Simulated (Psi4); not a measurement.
Single-point calculation, with input and output: GeH$_{2}$Cl$_{2}$O (part 2 of 2)

GeH$_{2}$Cl$_{2}$O; CAM-B3LYP/def2-SVP, UKS (Psi4 1.11). 

Geometry of the input (Å):
```
O  0.2299  1.0080  -1.7317
Ge 0.3255  -0.4318  -0.7386
Cl 2.3394  -1.1456  -0.6958
Cl -0.8615  -1.9836  -1.6049
H  0.5173  0.8690  -2.6385
H  -0.5540  0.2049  1.7757
```

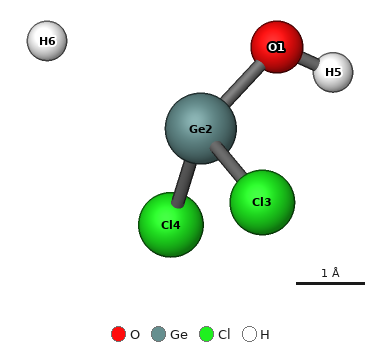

**Figure 1.** The structure (ball-and-stick view, seen at a tilt; atoms are numbered from 1 in the order of the input). Sticks mark near contacts.

The program's output, continued:
```
       Center              X                  Y                   Z               Mass
    ------------   -----------------  -----------------  -----------------  -----------------
         O           -0.260507921605     1.774905379849    -0.720891686931    15.994914619570
         GE          -0.164907921605     0.335105379849     0.272208313069    73.921177761000
         CL           1.848992078395    -0.378694620151     0.315008313069    34.968852682000
         CL          -1.351907921605    -1.216694620151    -0.594091686931    34.968852682000
         H            0.026892078395     1.635905379849    -1.627691686931     1.007825032230
         H           -1.044402921605     0.971776379849     2.786491313069     1.007825032230

  Running in c1 symmetry.

  Rotational constants: A =      0.11955  B =      0.07228  C =      0.05276 [cm^-1]
  Rotational constants: A =   3584.14856  B =   2167.01140  C =   1581.63773 [MHz]
  Nuclear repulsion =  465.493700855041254

  Charge       = 0
  Multiplicity = 1
  Electrons    = 76
  Nalpha       = 38
  Nbeta        = 38

  ==> Algorithm <==

  SCF Algorithm Type is DF.
  DIIS enabled.
  MOM disabled.
  Fractional occupation disabled.
  Guess Type is READ.
  Energy threshold   = 1.00e-06
  Density threshold  = 1.00e-06
  Integral threshold = 1.00e-12

  ==> Primary Basis <==

  Basis Set: DEF2-SVP
    Blend: DEF2-SVP
    Number of shells: 40
    Number of basis functions: 92
    Number of Cartesian functions: 98
    Spherical Harmonics?: true
    Max angular momentum: 2

  ==> DFT Potential <==

   => LibXC <=

    Version 7.1.2

   => Composite Functional: CAM-B3LYP <=

    CAM-B3LYP Hyb-GGA Exchange-Correlation Functional

    Deriv               =              1
    GGA                 =           TRUE
    Meta                =          FALSE

    Exchange Hybrid     =           TRUE
    MP2 Hybrid          =          FALSE

   => Exchange Functionals <=

    0.3500         Becke 88 [omega = 0.3300]
    0.4600   Short-range recipe for B88 functional - erf [omega = 0.3300]

   => Exact (HF) Exchange <=

    0.4600            HF,LR [omega = 0.3300]
    0.1900               HF

   => Correlation Functionals <=

    0.1900   Vosko, Wilk & Nusair (VWN5)
    0.8100   Lee, Yang & Parr

   => LibXC Density Thresholds  <==

    XC_HYB_GGA_XC_CAM_B3LYP:  1.00E-14

   => Molecular Quadrature <=

    Radial Scheme          =       TREUTLER
    Pruning Scheme         =           NONE
    Nuclear Scheme         =       TREUTLER

    Blocking Scheme        =         OCTREE
    BS radius alpha        =              1
    Pruning alpha          =              1
    Radial Points          =             75
    Spherical Points       =            302
    Total Points           =         128830
    Total Blocks           =           1028
    Max Points             =            256
    Max Functions          =             88
    Weights Tolerance      =       1.00E-15

   => Loading Basis Set <=

    Name: (DEF2-SVP AUX)
    Role: JKFIT
    Keyword: DF_BASIS_SCF

   => Loading Basis Set <=

    Name: DEF2-SVP
    Role: ORBITAL
    Keyword: BASIS

  Reading orbitals from file scr/calc.molecule1.4933.180.npy, no projection.

  ==> Integral Setup <==

  DFHelper Memory: AOs need 0.120 GiB; user supplied 0.893 GiB.
  SCF_SUBTYPE=INCORE selected. In-core MEM_DF algorithm will be used.
  Using in-core AOs.

  ==> MemDFJK: Density-Fitted J/K Matrices <==

    J tasked:                   Yes
    K tasked:                   Yes
    wK tasked:                  Yes
    Omega:                3.300E-01
    Memory [MiB]:               914
    Algorithm:                 Core
    Schwarz Cutoff:           1E-12
    Mask sparsity (%):       4.1588
    Fitting Condition:        1E-10

   => Auxiliary Basis Set <=

  Basis Set: (DEF2-SVP AUX)
    Blend: DEF2-UNIVERSAL-JKFIT
    Number of shells: 173
    Number of basis functions: 635
    Number of Cartesian functions: 814
    Spherical Harmonics?: true
    Max angular momentum: 5

  Cached 100.0% of DFT collocation blocks in 0.224 [GiB].

  Minimum eigenvalue in the overlap matrix is 1.8242660252E-02.
  Reciprocal condition number of the overlap matrix is 4.6648749814E-03.
    Using symmetric orthogonalization.

  ==> Pre-Iterations <==

  SCF Guess: Orbitals guess was supplied from a previous computation.

   -------------------------------------------------------
    Irrep   Nso     Nmo     Nalpha   Nbeta   Ndocc  Nsocc
   -------------------------------------------------------
     A         92      92      38      38      38       0
   -------------------------------------------------------
    Total      92      92      38      38      38       0
   -------------------------------------------------------

  ==> Iterations <==

                           Total Energy        Delta E     RMS |[F,P]|

   @DF-UKS iter   0: -3073.29488941353475   -3.07329e+03   3.32890e-03
   @DF-UKS iter   1: -3073.32298294549400   -2.80935e-02   1.24162e-03 ADIIS/DIIS
   @DF-UKS iter   2: -3073.32538511242501   -2.40217e-03   9.81724e-04 ADIIS/DIIS
   @DF-UKS iter   3: -3073.32699136523161   -1.60625e-03   1.19339e-04 ADIIS/DIIS
   @DF-UKS iter   4: -3073.32726609361725   -2.74728e-04   7.59028e-05 DIIS
   @DF-UKS iter   5: -3073.32741853639482   -1.52443e-04   3.74098e-05 DIIS
   @DF-UKS iter   6: -3073.32746177853869   -4.32421e-05   2.10130e-05 DIIS
   @DF-UKS iter   7: -3073.32747463020860   -1.28517e-05   8.27553e-06 DIIS
   @DF-UKS iter   8: -3073.32747665143870   -2.02123e-06   3.23581e-06 DIIS
   @DF-UKS iter   9: -3073.32747698499543   -3.33557e-07   9.42096e-07 DIIS
  Energy and wave function converged.

  ==> Post-Iterations <==

   Electrons on quadrature grid:
      Nalpha   =   38.0000162237 ; deviation = 1.622e-05
      Nbeta    =   38.0000148346 ; deviation = 1.483e-05
      Ntotal   =   76.0000310583 ; deviation = 3.106e-05

   @Spin Contamination Metric:   5.716563513E-01
   @S^2 Expected:                0.000000000E+00
   @S^2 Observed:                5.716563513E-01
   @S   Expected:                0.000000000E+00
   @S   Observed:                0.000000000E+00

    Orbital Energies [Eh]
    ---------------------

    Alpha Occupied:

       1A   -398.852987     2A   -101.584734     3A   -101.584669
       4A    -49.910999     5A    -44.447533     6A    -44.447219
       7A    -44.446254     8A    -19.235202     9A     -9.540191
      10A     -9.540152    11A     -7.307668    12A     -7.307650
      13A     -7.301129    14A     -7.301108    15A     -7.301002
      16A     -7.300984    17A     -6.374054    18A     -4.550338
      19A     -4.550015    20A     -4.547235    21A     -1.376329
      22A     -1.374844    23A     -1.371398    24A     -1.369476
      25A     -1.369450    26A     -1.080836    27A     -0.922140
      28A     -0.898094    29A     -0.637816    30A     -0.549245
      31A     -0.478011    32A     -0.458514    33A     -0.425115
      34A     -0.409604    35A     -0.401918    36A     -0.393164
      37A     -0.385125    38A     -0.379457

    Alpha Virtual:

      39A     -0.102141    40A      0.060426    41A      0.073722
      42A      0.094225    43A      0.137100    44A      0.208618
      45A      0.316144    46A      0.366107    47A      0.405889
      48A      0.427099    49A      0.430812    50A      0.480700
      51A      0.527442    52A      0.552571    53A      0.624462
      54A      0.636256    55A      0.688599    56A      0.724234
      57A      0.823440    58A      0.834470    59A      0.835939
      60A      0.837507    61A      0.840805    62A      0.872770
      63A      0.878786    64A      0.885408    65A      0.952196
      66A      1.006125    67A      1.008272    68A      1.019680
      69A      1.045531    70A      1.074298    71A      1.115029
      72A      1.127879    73A      1.179457    74A      1.325250
      75A      1.351607    76A      1.443508    77A      1.461867
      78A      1.466146    79A      1.519654    80A      1.550928
      81A      1.679883    82A      2.250086    83A      2.367587
      84A      2.446877    85A      2.478288    86A      2.529278
      87A      2.556226    88A      2.767072    89A      2.946684
      90A      3.023986    91A      3.169831    92A      3.745036

    Beta Occupied:

       1A   -398.854118     2A   -101.585641     3A   -101.585577
       4A    -49.911741     5A    -44.448713     6A    -44.447710
       7A    -44.446924     8A    -19.236761     9A     -9.541088
      10A     -9.541049    11A     -7.309928    12A     -7.309919
      13A     -7.302206    14A     -7.302188    15A     -7.301545
      16A     -7.301529    17A     -6.376133    18A     -4.552862
      19A     -4.551224    20A     -4.549037    21A     -1.378030
      22A     -1.376673    23A     -1.374236    24A     -1.372437
      25A     -1.371403    26A     -1.084549    27A     -0.928101
      28A     -0.904084    29A     -0.651742    30A     -0.557545
      31A     -0.486643    32A     -0.464523    33A     -0.429671
      34A     -0.417100    35A     -0.404019    36A     -0.395581
      37A     -0.386841    38A     -0.320809

    Beta Virtual:

      39A     -0.064660    40A      0.058336    41A      0.063696
      42A      0.076641    43A      0.132318    44A      0.209102
      45A      0.313754    46A      0.361336    47A      0.388867
      48A      0.417098    49A      0.428060    50A      0.462655
      51A      0.545377    52A      0.612378    53A      0.621082
      54A      0.633064    55A      0.685038    56A      0.722091
      57A      0.817812    58A      0.830571    59A      0.831908
      60A      0.833961    61A      0.837081    62A      0.868016
      63A      0.872800    64A      0.881763    65A      0.946098
      66A      1.000183    67A      1.005208    68A      1.016081
      69A      1.043433    70A      1.069887    71A      1.112288
      72A      1.124469    73A      1.177911    74A      1.327181
      75A      1.357440    76A      1.447769    77A      1.517405
      78A      1.554871    79A      1.558808    80A      1.636586
      81A      1.677409    82A      2.246932    83A      2.361391
      84A      2.439770    85A      2.472028    86A      2.521508
      87A      2.550522    88A      2.764395    89A      2.944264
      90A      3.021909    91A      3.165846    92A      3.742223

    Final Occupation by Irrep:
              A
    DOCC [    38 ]
    SOCC [     0 ]
    NA   [    38 ]
    NB   [    38 ]

  @DF-UKS Final Energy: -3073.32747698499543

   => Energetics <=

    Nuclear Repulsion Energy =            465.4937008550412543
    One-Electron Energy =               -5196.8355849326617317
    Two-Electron Energy =                1769.9776524411563514
    DFT Exchange-Correlation Energy =    -111.9632453485316006
    Empirical Dispersion Energy =           0.0000000000000000
    VV10 Nonlocal Energy =                  0.0000000000000000
    Total Energy =                      -3073.3274769849954282

  UHF NO Occupations:
  HONO-2 :   36  A 1.9997815
  HONO-1 :   37  A 1.9994537
  HONO-0 :   38  A 1.6557979
  LUNO+0 :   39  A 0.3442021
  LUNO+1 :   40  A 0.0005463
  LUNO+2 :   41  A 0.0002185
  LUNO+3 :   42  A 0.0000388

Computation Completed

Properties will be evaluated at   0.000000,   0.000000,   0.000000 [a0]

Properties computed using the SCF density matrix

 Multipole Moments:

 ------------------------------------------------------------------------------------
     Multipole            Electronic (a.u.)      Nuclear  (a.u.)        Total (a.u.)
 ------------------------------------------------------------------------------------

 L = 1.  Multiply by 2.5417464519 to convert [e a0] to [Debye]
 Dipole X            :         -0.0692761            0.1356879            0.0664118
 Dipole Y            :         -0.6663371            0.7722930            0.1059559
 Dipole Z            :          0.8691417           -1.2133652           -0.3442235
 Magnitude           :                                                    0.3662335

 ------------------------------------------------------------------------------------

	total time  =         13 seconds =       0.22 minutes

    Psi4 run time: 0:00:22.20
```

Summary:

```tsv
quantity	value
outcome	converged
total energy	−3073.327477 hartree
basis functions	92
⟨S²⟩	0.572
HOMO	−8.73 eV
LUMO	−2.78 eV
dipole moment	0.93 D
wall time	25 s
peak memory	0.58 GiB
```

Remarks:

Further notes kept with the run: spin contaminated. ⟨S²⟩ is 0.57 against 0.00 for a pure state: the solution is spin-contaminated.
